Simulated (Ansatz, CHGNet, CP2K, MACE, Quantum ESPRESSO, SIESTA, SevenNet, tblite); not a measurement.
# Running Mg2+ BF4- in dimethyl sulfoxide and 1,3-dioxolane at 400 K (73 atoms) with CP2K, part 3 of 3

Aim: run Mg2+ BF4- in dimethyl sulfoxide and 1,3-dioxolane at 400 K (73 atoms) in CP2K and see how near its forces come to a plane-wave reference, and at what cost.

Program: CP2K 2026.2; the method stands at each step. Banners, paths, timers and routine set-up lines are dropped from the logs unmarked, and long logs keep their key lines alone; longer cuts are marked.

So far. Step 6 (PBE, SZV-MOLOPT-SR, 800/50 Ry, SIGN filter 1e-04, SCF …): Against the first run (13 %), the force difference from the reference is 155 %, at 0.12 times the CPU time (on 1 against 4 cores) (5 SCF steps against 35).

## (7) PBE, SZV-MOLOPT-SR, 800/50 Ry, SIGN filter 1e-07, SCF 1e-07

Method: Kohn-Sham DFT, PBE, GTH-PBE pseudopotentials, Gaussian and plane waves, SZV-MOLOPT-SR-GTH, linear-scaling purification of the density matrix.

input.inp

```
&GLOBAL
  PROJECT cell
  RUN_TYPE ENERGY_FORCE
  PRINT_LEVEL LOW
&END GLOBAL
&FORCE_EVAL
  METHOD QS
  STRESS_TENSOR ANALYTICAL
  &DFT
    BASIS_SET_FILE_NAME BASIS_MOLOPT
    POTENTIAL_FILE_NAME GTH_POTENTIALS
    &MGRID
      CUTOFF 800
      REL_CUTOFF 50
      NGRIDS 5
    &END MGRID
    &QS
      EPS_DEFAULT 1.0E-10
      LS_SCF T
    &END QS
    &LS_SCF
      PURIFICATION_METHOD SIGN
      EPS_FILTER 1.0E-07
      EPS_SCF 1.0E-07
      MAX_SCF 60
      S_PRECONDITIONER ATOMIC
      MIXING_FRACTION 0.45
      REPORT_ALL_SPARSITIES F
    &END LS_SCF
    &XC
      &XC_FUNCTIONAL PBE
      &END XC_FUNCTIONAL
    &END XC
    &PRINT
      &MULLIKEN ON
      &END MULLIKEN
    &END PRINT
  &END DFT
  &SUBSYS
    &CELL
      A 9.47375 0.00000 0.00000
      B 0.00000 9.47375 0.00000
      C 0.00000 0.00000 9.47375
    &END CELL
    &COORD
[... 73 atom lines left out: the same atoms as in the first run ...]
    &END COORD
    &KIND C
      BASIS_SET SZV-MOLOPT-SR-GTH-q4
      POTENTIAL GTH-PBE-q4
    &END KIND
    &KIND O
      BASIS_SET SZV-MOLOPT-SR-GTH-q6
      POTENTIAL GTH-PBE-q6
    &END KIND
    &KIND H
      BASIS_SET SZV-MOLOPT-SR-GTH-q1
      POTENTIAL GTH-PBE-q1
    &END KIND
    &KIND S
      BASIS_SET SZV-MOLOPT-SR-GTH-q6
      POTENTIAL GTH-PBE-q6
    &END KIND
    &KIND B
      BASIS_SET SZV-MOLOPT-SR-GTH-q3
      POTENTIAL GTH-PBE-q3
    &END KIND
    &KIND F
      BASIS_SET SZV-MOLOPT-SR-GTH-q7
      POTENTIAL GTH-PBE-q7
    &END KIND
    &KIND Mg
      BASIS_SET SZV-MOLOPT-SR-GTH-q10
      POTENTIAL GTH-PBE-q10
    &END KIND
  &END SUBSYS
  &PRINT
    &FORCES ON
    &END FORCES
    &STRESS_TENSOR ON
    &END STRESS_TENSOR
  &END PRINT
&END FORCE_EVAL
```

The run is started by

```bash
> OMP_NUM_THREADS=1 cp2k.psmp -i input.inp > output.txt
```

Numbers of over 12 decimals in the logs are rounded to 6 here.

What it wrote:

```text
CP2K| version string:                                       CP2K version 2026.2
 CP2K| Input file name                                                 input.inp
 GLOBAL| Basis set file name                                        BASIS_MOLOPT
 GLOBAL| Potential file name                                      GTH_POTENTIALS
[... lines left out ...]
 Re-scaling the density matrix to get the right number of electrons
[... lines left out ...]
 Density matrix:  iter, mu, trace error:  1  -0.100000000   -12.999999979
 Density matrix:  iter, mu, trace error:  2  -0.090000000   -11.999999387
 Density matrix:  iter, mu, trace error:  3  -0.070000000    -9.999997043
[... lines left out ...]
 Density matrix:  iter, mu, trace error:  1   0.210000000     0.000000200
[... lines left out ...]
 Density matrix:  iter, mu, trace error:  1   0.210000000     0.000000213
[... lines left out ...]
 SCF run converged in     8 steps.
[... lines left out ...]
 ENERGY| Total FORCE_EVAL ( QS ) energy [hartree]           -741.554046
[... lines left out ...]
 FORCES|      1  2.55806443E-03 -9.13752709E-02 -3.36944012E-03   9.14731488E-02
 FORCES|      2  6.80299337E-02 -2.53874308E-02  1.21133703E-01   1.41230193E-01
 FORCES|      3  4.52378714E-02 -4.54273522E-02 -2.04775208E-02   6.73011010E-02
[...]
FORCES|     72 -1.88658683E-02 -2.04181122E-02 -1.34246888E-02   3.08713875E-02
 FORCES|     73 -3.03468114E-02 -9.00604007E-04 -5.01511617E-02   5.86249015E-02
 FORCES| Sum    -2.16360538E-02  1.33304366E-02 -3.63368401E-02
 FORCES| Total atomic force                                       4.43416882E-02
 STRESS| Analytical stress tensor [bar]
 STRESS|                        x                   y                   z
 STRESS|      x        1.81268344608E+05  -1.30309424567E+04   2.65420735153E+04
 STRESS|      y       -1.30309424567E+04   1.76589031355E+05  -9.66120813688E+03
 STRESS|      z        2.65420735153E+04  -9.66120813688E+03   1.53575534053E+05
 STRESS| 1/3 Trace                                             1.70477636672E+05
```

Elapsed: 58 s, on 1 thread of Arm Neoverse V2, shared host; peak memory 1.5 GiB.

Compared with the plane-wave run:

```yaml
r_m_s_force_component: 3.614 eV/Å
r_m_s_difference_of_force_components: 2537 meV/Å
longest_difference_of_force_vectors: 13240 meV/Å
force_difference_over_r_m_s_force: 155.1 %
slope_of_forces_against_the_reference_s: 1.739
correlation_of_force_components: 0.7869
pressure: 17.05 GPa
pressure_difference: 12.74 GPa
energy_less_the_same_level_run_s: -0.0037 meV/atom
r_m_s_force_difference_from_the_same_level_run: 1.586 meV/Å
```

This is a coarse setting, run to see what it loses.

Against the first run (13 %), the force difference from the reference is 155 %, at 0.18 times the CPU time (on 1 against 4 cores) (8 SCF steps against 35).

The forces add up to 2.3 eV/Å instead of zero, usually a sign of too coarse a grid.

## (8) Side by side

Differences are against the plane-wave reference, forces as r.m.s. over components; share is that over the reference's r.m.s. force, slope the least-squares factor from reference forces to these. Total energies of different programs have different zeros and aren't compared.

| run | Δ force, r.m.s. (meV/Å) | share (%) | slope | Δ pressure (GPa) | Δ gap (eV) | cores | CPU time | memory (GiB) |
| --- | --- | --- | --- | --- | --- | --- | --- | --- |
| reference | - | - | - | - | - | 2 | 3.2 min | 2.1 |
| CP2K PBE, DZVP-MOLOPT-SR, 800/50 Ry, OT DIIS | 214 | 13.1 | 1.058 | 0.981 | 0.0444 | 4 | 5.4 min | 2.7 |
| CP2K GFN1-xTB, OT DIIS | 290 | 17.7 | 0.922 | -4.58 | - | 1 | 2.5 s | 0.27 |
| CP2K PBE, SZV-MOLOPT-SR, 800/50 Ry, OT DIIS (coarse) | 2536 | 155 | 1.738 | 12.7 | 0.577 | 2 | 3.5 min | 1.6 |
| CP2K PBE, SZV-MOLOPT-SR, 800/50 Ry, SIGN filter 1e-06, SCF 1e-06 (coarse) | 2540 | 155 | 1.739 | 12.7 | - | 1 | 47 s | 1.5 |
| CP2K PBE, SZV-MOLOPT-SR, 800/50 Ry, SIGN filter 1e-04, SCF 1e-05 (coarse) | 2540 | 155 | 1.738 | 12.8 | - | 1 | 39 s | 1.5 |
| CP2K PBE, SZV-MOLOPT-SR, 800/50 Ry, SIGN filter 1e-07, SCF 1e-07 (coarse) | 2537 | 155 | 1.739 | 12.7 | - | 1 | 58 s | 1.5 |

Rows marked coarse were listed beforehand as settings not expected to be converged; some can still land near the reference.

CPU time is summed over cores on a shared host, where runs went side by side, so it is rough. Symmetry, cutoffs, thresholds, outputs and thread counts weren't matched or tuned between programs; memory under MPI is the largest rank's times the ranks.

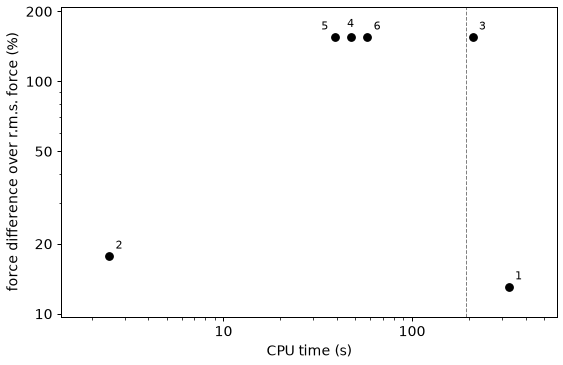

Force difference against CPU time; the dashed line marks the reference's time. Points: 1 CP2K PBE, DZVP-MOLOPT-SR, 800/50 Ry, OT DIIS; 2 CP2K GFN1-xTB, OT DIIS; 3 CP2K PBE, SZV-MOLOPT-SR, 800/50 Ry, OT DIIS; 4 CP2K PBE, SZV-MOLOPT-SR, 800/50 Ry, SIGN filter 1e-06, SCF 1e-06; 5 CP2K PBE, SZV-MOLOPT-SR, 800/50 Ry, SIGN filter 1e-04, SCF 1e-05; 6 CP2K PBE, SZV-MOLOPT-SR, 800/50 Ry, SIGN filter 1e-07, SCF 1e-07.

Within one program, basis, potentials and functional, energies share a zero. Each run against its twin at the usual cutoff or grid and solver:

| run | twin | Δ energy (meV/atom) | Δ force, r.m.s. (meV/Å) | CPU time over the twin's |
| --- | --- | --- | --- | --- |
| CP2K PBE, SZV-MOLOPT-SR, 800/50 Ry, SIGN filter 1e-06, SCF 1e-06 | SZV-MOLOPT-SR, 800/50 Ry, OT DIIS | 0.0204 | 6.41 | 0.23 (this twin ran on 2 cores) |
| CP2K PBE, SZV-MOLOPT-SR, 800/50 Ry, SIGN filter 1e-04, SCF 1e-05 | SZV-MOLOPT-SR, 800/50 Ry, OT DIIS | 0.567 | 10.7 | 0.18 (this twin ran on 2 cores) |
| CP2K PBE, SZV-MOLOPT-SR, 800/50 Ry, SIGN filter 1e-07, SCF 1e-07 | SZV-MOLOPT-SR, 800/50 Ry, OT DIIS | -0.0037 | 1.59 | 0.28 (this twin ran on 2 cores) |

A second geometry, displaced anew (every atom was moved at random, 0.08 Å r.m.s. a Cartesian component (hydrogen 0.6 of that)), gives an energy difference that all programs can be tested on. The reference puts it at 86.43 meV/atom.

| run | energy less the first geometry's (meV/atom) | error (meV/atom) | force share at the second geometry (%) |
| --- | --- | --- | --- |
| CP2K GFN1-xTB, OT DIIS | 82.29 | -4.14 | 13.7 |
| CP2K PBE, DZVP-MOLOPT-SR, 800/50 Ry, OT DIIS | 88.49 | 2.06 | 6.34 |
| CP2K PBE, SZV-MOLOPT-SR, 800/50 Ry, OT DIIS | 110.2 | 23.7 | 92.5 |
| CP2K PBE, SZV-MOLOPT-SR, 800/50 Ry, SIGN filter 1e-06, SCF 1e-06 | 110.2 | 23.7 | 92.6 |
| CP2K PBE, SZV-MOLOPT-SR, 800/50 Ry, SIGN filter 1e-04, SCF 1e-05 | 110.4 | 24.0 | 92.8 |
| CP2K PBE, SZV-MOLOPT-SR, 800/50 Ry, SIGN filter 1e-07, SCF 1e-07 | 110.2 | 23.7 | 92.5 |

## (9) What came out

| Property | Result |
| --- | --- |
| nearest in forces | CP2K PBE, DZVP-MOLOPT-SR, 800/50 Ry, OT DIIS, 13 % |
| its CPU time | 5.4 min |

The PBE run in local orbitals, coarse settings apart, differs by 13 % (CP2K PBE, DZVP-MOLOPT-SR, 800/50 Ry, OT DIIS); basis, grid and potentials can all enter. Tight binding differs by 18 % (CP2K GFN1-xTB, OT DIIS); it is another model, with fitted parameters of its own, and the xTB methods hold dispersion. Runs with settings chosen to be coarse differ by 155 % in each run, their programs' other errors included. Of the electronic-structure runs that take under half the reference's CPU time, CP2K GFN1-xTB, OT DIIS comes nearest, at 18 % in 2.5 s against 3.2 min; its pressure misses by -4.6 GPa. At the same functional, gaps differ from the reference's 4.21 eV by between +0.04 and +0.58 eV. A likely cause of the wide gaps: compact atomic orbitals describe empty levels worse than filled ones. In pressure, CP2K PBE, SZV-MOLOPT-SR, 800/50 Ry, SIGN filter 1e-04, SCF 1e-05 misses by +12.8 GPa, at the same functional. With SIGN, tightening the sparsity filter from 1e-04 to 1e-07, and the SCF threshold with it, takes the force difference from the cubic solver from 11 to 1.6 meV/Å, and the CPU time from 0.18 to 0.28 times the cubic solver's. The energy difference between the two geometries, 86.4 meV/atom in the reference, is met best by CP2K PBE, DZVP-MOLOPT-SR, 800/50 Ry, OT DIIS (+2.06) and worst by CP2K PBE, SZV-MOLOPT-SR, 800/50 Ry, OT DIIS (coarse) (+23.7), CP2K PBE, SZV-MOLOPT-SR, 800/50 Ry, SIGN filter 1e-06, SCF 1e-06 (coarse) (+23.7), CP2K PBE, SZV-MOLOPT-SR, 800/50 Ry, SIGN filter 1e-04, SCF 1e-05 (coarse) (+24) and CP2K PBE, SZV-MOLOPT-SR, 800/50 Ry, SIGN filter 1e-07, SCF 1e-07 (coarse) (+23.7). Periodic xTB results under one method name differ between programs and library versions. The potentials hold different valence shells: 262 electrons in the reference, 278 in CP2K with SZV-MOLOPT-SR; this bears on time and differences. The reference's pressure holds the uncorrected Pulay stress of its 60 Ry basis, so small pressure differences, and their order, may be the reference's own error. The network of contacts between molecules at the start is that of the classical potential that made the cell, and needn't be the one that DFT or experiment would give. The reference's stress is far from hydrostatic: its diagonal is 4.2, 6.6, 2.2 GPa, compression counted positive. The reference's PBE has no dispersion term, which matters for the binding between molecules or layers. The electronic-structure runs sample only Γ, in a cell whose shortest periodic width is 9 Å.

[Also dropped from logs without a mark: logging warnings of Python, and SIESTA's first energy breakdown and zero terms.]

[Logs are printed without paths, hosts, clocks, repeated set-up lines and the standing remarks that a program may print on its own settings, such as how far it seeks lower states.]

[Hosts, paths, dates, database ids (printed as entryN), source tags and the programs' standing remarks are cut or masked in the printed files.]
